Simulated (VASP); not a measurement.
Band structure of C (diamond). All values below come from vdW-DF-cx, VASP's PBE PAW potentials (set 64) (plane waves; VASP).

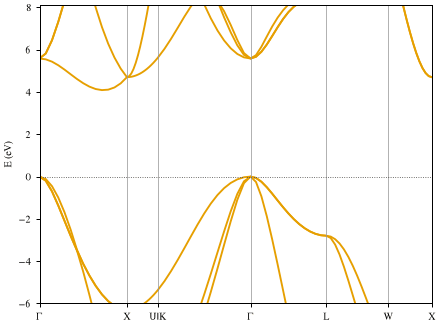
Fig. 1. Bands along high-symmetry lines, zero at the valence-band maximum or, without a gap, the Fermi level

Read the plot: is there a gap, and where are the band edges?

The gap is indirect, 4.09 eV, from the valence maximum at Γ to the conduction minimum at Γ-X at 0.71. (Edges off the drawn lines would not show.)

The compound is C in the diamond structure. It was relaxed first.
